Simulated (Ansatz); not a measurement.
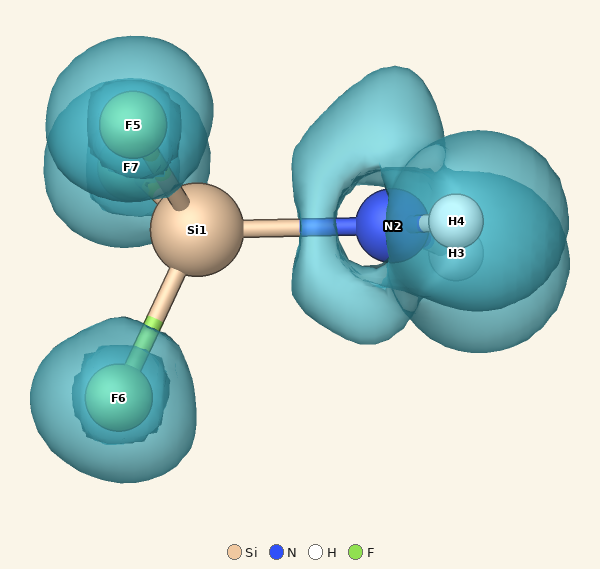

The picture shows: F₃H₂NSi. Isosurface of the electron localisation function at 0.8 (cyan), seen from one side. Only the valence region is drawn (cores and ρ < 0.01 e/Å³ removed).

All numbers below come from Ansatz 0.2.0, RKS PBE0-D4/def2-SVP.

```xyz
7

Si   -0.0010   -0.0010    0.0842
N     0.0336   -0.0666    1.7616
H    -0.7611   -0.3636    2.3135
H     0.7520    0.3923    2.3069
F     1.4941   -0.0155   -0.4851
F    -0.6910    1.2987   -0.5549
F    -0.8250   -1.2443   -0.4946
```

> Describe the localisation domains.

The surface consists of three regions wrapped around F (its lone pairs, merged into a ring or cap) and one joined region spread over several atoms (H, N), in which their bonds and any lone pairs are merged.

Values along the shortest contacts:
Si–F (1.60 Å): the ELF peaks at about 0.85 in the valence shell of F, 0.6 Å from its nucleus, and is about 0.40 at the midpoint. Si–N (1.68 Å): the ELF peaks at about 0.90 between the atoms; a shared but strongly polarised pair.
